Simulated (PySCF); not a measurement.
## Single-point calculation, with input and output: CH4FSi

CH4FSi, multiplicity 4, SMILES C[SiH]F, computed with HF/def2-TZVP, UHF (PySCF 2.14.0).

The geometry is that of the parent species in another charge or spin state. The geometry comes from this level: PBE0-D4/def2-TZVP.

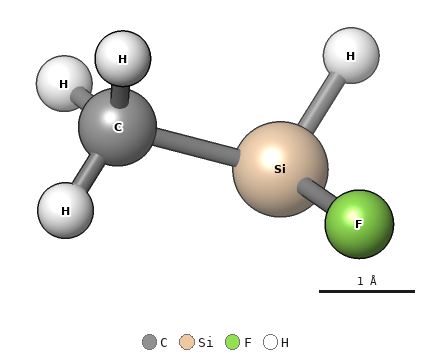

Fig. 1: The structure (ball-and-stick view, seen at a tilt). Bond lengths as drawn: C–H 1.09 Å, C–Si 1.86 Å, F–Si 1.61 Å and H–Si 1.49 Å.

### Results in brief

| quantity | value |
| --- | --- |
| outcome | converged |
| total energy | −428.375349 hartree |
| basis functions | 123 |
| ⟨S²⟩ | 3.773 |
| dipole moment | 4.62 D |
| hardware | 1 thread of Arm Neoverse V1, 24 GiB of memory available, shared host |
| wall time | 11 s |
| peak memory | 0.34 GiB |

### Remarks

The record of the run, not the program, notes: logged alpha LUMO and gap are faulty.

### The input (input.py)
```python
from pyscf import gto

system = gto.Mole()
system.atom = [
    ('C', (-0.653500, 0.389500, -0.298000)),
    ('Si', (0.917400, -0.594100, -0.104100)),
    ('F', (0.640700, -1.812800, 0.909600)),
    ('H', (-1.444900, -0.207800, -0.754100)),
    ('H', (-0.470200, 1.260900, -0.931700)),
    ('H', (-1.000700, 0.738300, 0.679600)),
    ('H', (2.011300, 0.226000, 0.498700)),
]
system.verbose = 4
system.max_memory = 1860
system.spin = 3
system.basis = 'def2-tzvp'
system.build()

myscf = system.UHF()
myscf.conv_tol = 1e-10
myscf.kernel()
if not myscf.converged:
    myscf = myscf.newton().run(myscf.mo_coeff, myscf.mo_occ)

energy = myscf.e_tot
print('E(%s) = %.9f' % ('HF', energy))
```

Launch command:
```bash
OMP_NUM_THREADS=1 python input.py
```

### Log
```
PySCF version 2.14.0

[INPUT] num. atoms = 7
[INPUT] num. electrons = 33
[INPUT] charge = 0
[INPUT] spin (= nelec alpha-beta = 2S) = 3
[INPUT] symmetry False subgroup None
[INPUT] Mole.unit = angstrom
[INPUT] Symbol           X                Y                Z      unit          X                Y                Z       unit  Magmom
[INPUT]  1 C     -0.653500000000   0.389500000000  -0.298000000000 AA   -1.234936022403   0.736048325518  -0.563138385120 Bohr   0.0
[INPUT]  2 Si     0.917400000000  -0.594100000000  -0.104100000000 AA    1.733634746676  -1.122686290604  -0.196720489567 Bohr   0.0
[INPUT]  3 F      0.640700000000  -1.812800000000   0.909600000000 AA    1.210747528009  -3.425695518612   1.718894882904 Bohr   0.0
[INPUT]  4 H     -1.444900000000  -0.207800000000  -0.754100000000 AA   -2.730465277384  -0.392685088685  -1.425042470535 Bohr   0.0
[INPUT]  5 H     -0.470200000000   1.260900000000  -0.931700000000 AA   -0.888549223770   2.382755670464  -1.760657830257 Bohr   0.0
[INPUT]  6 H     -1.000700000000   0.738300000000   0.679600000000 AA   -1.891048932852   1.395184797766   1.284257874254 Bohr   0.0
[INPUT]  7 H      2.011300000000   0.226000000000   0.498700000000 AA    3.800806154338   0.427078104152   0.942406418321 Bohr   0.0

nuclear repulsion = 106.882452021489
number of shells = 51
number of NR pGTOs = 187
number of NR cGTOs = 123
basis = def2-tzvp
ecp = {}

******** <class 'pyscf.scf.uhf.UHF'> ********
method = UHF
initial guess = minao
damping factor = 0
level_shift factor = 0
DIIS = <class 'pyscf.scf.diis.CDIIS'>
diis_start_cycle = 1
diis_space = 8
diis_damp = 0
SCF conv_tol = 1e-10
SCF conv_tol_grad = None
SCF max_cycles = 50
direct_scf = True
direct_scf_tol = 1e-13
number electrons alpha = 18  beta = 15
Set gradient conv threshold to 1e-05
init E= -428.625079872592
  alpha nocc = 18  HOMO = 0.0752153250351519  LUMO = 0.0925947716044461
  beta  nocc = 15  HOMO = -0.480250392386232  LUMO = -0.35088112762277

WARN: HOMO 0.0752153250351519 >= LUMO -0.35088112762277

cycle= 1 E= -428.253159462437  delta_E= 0.372  |g|= 0.43  |ddm|=  3.7
  alpha nocc = 18  HOMO = -0.13526814071038  LUMO = 0.144042706404545
  beta  nocc = 15  HOMO = -0.506826377218854  LUMO = -0.225911240536696

WARN: HOMO -0.13526814071038 >= LUMO -0.225911240536696

cycle= 2 E= -428.332751314472  delta_E= -0.0796  |g|= 0.317  |ddm|= 1.49
  alpha nocc = 18  HOMO = -0.12893345662232  LUMO = 0.160041565955957
  beta  nocc = 15  HOMO = -0.525201564129574  LUMO = -0.166196042314773

WARN: HOMO -0.12893345662232 >= LUMO -0.166196042314773

cycle= 3 E= -428.36807798768  delta_E= -0.0353  |g|= 0.0554  |ddm|= 0.194
  alpha nocc = 18  HOMO = -0.127348349095854  LUMO = 0.169392044300787
  beta  nocc = 15  HOMO = -0.501510863117922  LUMO = -0.132625723468223

WARN: HOMO -0.127348349095854 >= LUMO -0.132625723468223

cycle= 4 E= -428.372721855542  delta_E= -0.00464  |g|= 0.0243  |ddm|= 0.269
  alpha nocc = 18  HOMO = -0.131637574136334  LUMO = 0.169027039992283
  beta  nocc = 15  HOMO = -0.504093816122129  LUMO = -0.133426537795586

WARN: HOMO -0.131637574136334 >= LUMO -0.133426537795586

cycle= 5 E= -428.374091843427  delta_E= -0.00137  |g|= 0.0137  |ddm|= 0.174
  alpha nocc = 18  HOMO = -0.133634291255895  LUMO = 0.169448705183051
  beta  nocc = 15  HOMO = -0.50339945607427  LUMO = -0.13040594223289
  HOMO = -0.133634291256  LUMO = -0.130405942233  gap/eV = 0.08785
cycle= 6 E= -428.374801845334  delta_E= -0.00071  |g|= 0.00738  |ddm|= 0.21
  alpha nocc = 18  HOMO = -0.134810547801258  LUMO = 0.169826603586925
  beta  nocc = 15  HOMO = -0.502679547879808  LUMO = -0.128932978951269
  HOMO = -0.134810547801  LUMO = -0.128932978951  gap/eV = 0.15994
cycle= 7 E= -428.375109310693  delta_E= -0.000307  |g|= 0.00389  |ddm|= 0.209
  alpha nocc = 18  HOMO = -0.135335172333299  LUMO = 0.169768938728487
  beta  nocc = 15  HOMO = -0.502614824301354  LUMO = -0.12807905295665
  HOMO = -0.135335172333  LUMO = -0.128079052957  gap/eV = 0.19745
cycle= 8 E= -428.375220502103  delta_E= -0.000111  |g|= 0.00228  |ddm|= 0.161
  alpha nocc = 18  HOMO = -0.135223265713776  LUMO = 0.169727437460836
  beta  nocc = 15  HOMO = -0.502632625397652  LUMO = -0.127855414116787
  HOMO = -0.135223265714  LUMO = -0.127855414117  gap/eV = 0.20049
cycle= 9 E= -428.375264171238  delta_E= -4.37e-05  |g|= 0.00147  |ddm|= 0.11
  alpha nocc = 18  HOMO = -0.135141814110646  LUMO = 0.169710069618633
  beta  nocc = 15  HOMO = -0.502670476073355  LUMO = -0.12758008194163
  HOMO = -0.135141814111  LUMO = -0.127580081942  gap/eV = 0.20577
cycle= 10 E= -428.375283726381  delta_E= -1.96e-05  |g|= 0.00112  |ddm|= 0.0689
  alpha nocc = 18  HOMO = -0.135026932996652  LUMO = 0.169729118731562
  beta  nocc = 15  HOMO = -0.502749075943342  LUMO = -0.127425683582629
  HOMO = -0.135026932997  LUMO = -0.127425683583  gap/eV = 0.20684
cycle= 11 E= -428.375293661622  delta_E= -9.94e-06  |g|= 0.000986  |ddm|= 0.0274
  alpha nocc = 18  HOMO = -0.134913860380763  LUMO = 0.16979215922265
  beta  nocc = 15  HOMO = -0.50286712182335  LUMO = -0.127226664848116
  HOMO = -0.134913860381  LUMO = -0.127226664848  gap/eV = 0.20918
cycle= 12 E= -428.375303737414  delta_E= -1.01e-05  |g|= 0.000878  |ddm|= 0.0133
  alpha nocc = 18  HOMO = -0.134802633579696  LUMO = 0.169893655594086
  beta  nocc = 15  HOMO = -0.503248252721441  LUMO = -0.126927541266639
  HOMO = -0.13480263358  LUMO = -0.126927541267  gap/eV = 0.21429
cycle= 13 E= -428.375319076857  delta_E= -1.53e-05  |g|= 0.000704  |ddm|= 0.0177
  alpha nocc = 18  HOMO = -0.134597822969511  LUMO = 0.170042608922027
  beta  nocc = 15  HOMO = -0.503623456487752  LUMO = -0.12647995595313
  HOMO = -0.13459782297  LUMO = -0.126479955953  gap/eV = 0.22090
cycle= 14 E= -428.375332518406  delta_E= -1.34e-05  |g|= 0.00055  |ddm|= 0.0181
  alpha nocc = 18  HOMO = -0.134445177681286  LUMO = 0.170153238393421
  beta  nocc = 15  HOMO = -0.504038271660534  LUMO = -0.126172433354114
  HOMO = -0.134445177681  LUMO = -0.126172433354  gap/eV = 0.22511
cycle= 15 E= -428.375340874782  delta_E= -8.36e-06  |g|= 0.000407  |ddm|= 0.0175
  alpha nocc = 18  HOMO = -0.134411149602506  LUMO = 0.17019390529038
  beta  nocc = 15  HOMO = -0.504013951577505  LUMO = -0.126167683756016
  HOMO = -0.134411149603  LUMO = -0.126167683756  gap/eV = 0.22432
cycle= 16 E= -428.37534343136  delta_E= -2.56e-06  |g|= 0.000342  |ddm|= 0.0169
  alpha nocc = 18  HOMO = -0.134316973382518  LUMO = 0.170289827458052
  beta  nocc = 15  HOMO = -0.504339405389203  LUMO = -0.125822107327416
  HOMO = -0.134316973383  LUMO = -0.125822107327  gap/eV = 0.23116
cycle= 17 E= -428.375346697255  delta_E= -3.27e-06  |g|= 0.000254  |ddm|= 0.0205
  alpha nocc = 18  HOMO = -0.134333088657399  LUMO = 0.170316461333398
  beta  nocc = 15  HOMO = -0.504277606078475  LUMO = -0.125829468639921
  HOMO = -0.134333088657  LUMO = -0.12582946864  gap/eV = 0.23140
cycle= 18 E= -428.375347993393  delta_E= -1.3e-06  |g|= 0.000171  |ddm|= 0.0248
  alpha nocc = 18  HOMO = -0.134312246549605  LUMO = 0.170369162258888
  beta  nocc = 15  HOMO = -0.504364985863106  LUMO = -0.125666808941226
  HOMO = -0.13431224655  LUMO = -0.125666808941  gap/eV = 0.23525
cycle= 19 E= -428.375348856866  delta_E= -8.63e-07  |g|= 9.08e-05  |ddm|= 0.024
  alpha nocc = 18  HOMO = -0.134302296745446  LUMO = 0.170385694624301
  beta  nocc = 15  HOMO = -0.504401909648323  LUMO = -0.125602539319225
  HOMO = -0.134302296745  LUMO = -0.125602539319  gap/eV = 0.23673
cycle= 20 E= -428.375349006115  delta_E= -1.49e-07  |g|= 5.36e-05  |ddm|= 0.00948
  alpha nocc = 18  HOMO = -0.134299546501722  LUMO = 0.170388563412738
  beta  nocc = 15  HOMO = -0.50439236798622  LUMO = -0.125600816775922
  HOMO = -0.134299546502  LUMO = -0.125600816776  gap/eV = 0.23670
cycle= 21 E= -428.375349028557  delta_E= -2.24e-08  |g|= 3.62e-05  |ddm|= 0.0037
  alpha nocc = 18  HOMO = -0.134294310101808  LUMO = 0.170392062545134
  beta  nocc = 15  HOMO = -0.504415443711871  LUMO = -0.125575787807797
  HOMO = -0.134294310102  LUMO = -0.125575787808  gap/eV = 0.23724
cycle= 22 E= -428.375349040819  delta_E= -1.23e-08  |g|= 1.9e-05  |ddm|= 0.00105
  alpha nocc = 18  HOMO = -0.134293137604473  LUMO = 0.170392916483562
  beta  nocc = 15  HOMO = -0.504421419715129  LUMO = -0.12556856101358
  HOMO = -0.134293137604  LUMO = -0.125568561014  gap/eV = 0.23741
cycle= 23 E= -428.375349044061  delta_E= -3.24e-09  |g|= 9.93e-06  |ddm|= 0.000705
  alpha nocc = 18  HOMO = -0.13429246487884  LUMO = 0.170393909776257
  beta  nocc = 15  HOMO = -0.504425792525787  LUMO = -0.125564315506786
  HOMO = -0.134292464879  LUMO = -0.125564315507  gap/eV = 0.23751
cycle= 24 E= -428.375349045399  delta_E= -1.34e-09  |g|= 4.51e-06  |ddm|= 0.000475
  alpha nocc = 18  HOMO = -0.134292433791515  LUMO = 0.170394404536027
  beta  nocc = 15  HOMO = -0.504426798485007  LUMO = -0.125562377639994
  HOMO = -0.134292433792  LUMO = -0.12556237764  gap/eV = 0.23756
cycle= 25 E= -428.37534904562  delta_E= -2.21e-10  |g|= 2e-06  |ddm|= 0.000314
  alpha nocc = 18  HOMO = -0.13429262104691  LUMO = 0.170394445736019
  beta  nocc = 15  HOMO = -0.504427114222075  LUMO = -0.125561941744188
  HOMO = -0.134292621047  LUMO = -0.125561941744  gap/eV = 0.23757
cycle= 26 E= -428.375349045642  delta_E= -2.23e-11  |g|= 1.1e-06  |ddm|= 5.17e-05
  alpha nocc = 18  HOMO = -0.134292588287224  LUMO = 0.170394474079082
  beta  nocc = 15  HOMO = -0.504427018885011  LUMO = -0.125561977660702
  HOMO = -0.134292588287  LUMO = -0.125561977661  gap/eV = 0.23757
```

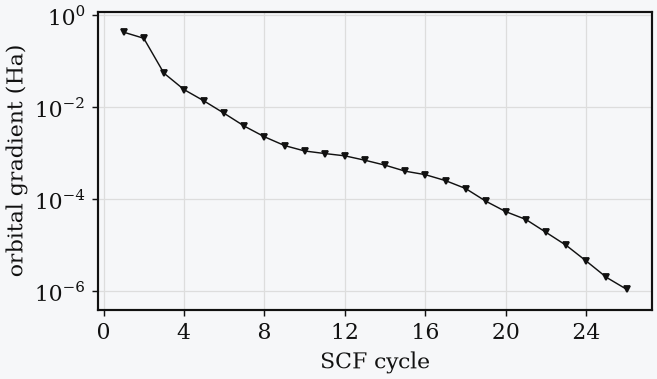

Fig. 2: Convergence of the self-consistent field: orbital gradient against the SCF cycle. The residual falls at every step.

```
Extra cycle  E= -428.375349045647  delta_E= -4.32e-12  |g|= 8.44e-07  |ddm|= 8.79e-06
converged SCF energy = -428.375349045647  <S^2> = 3.7733222  2S+1 = 4.0116441
E(HF) = -428.375349046
```
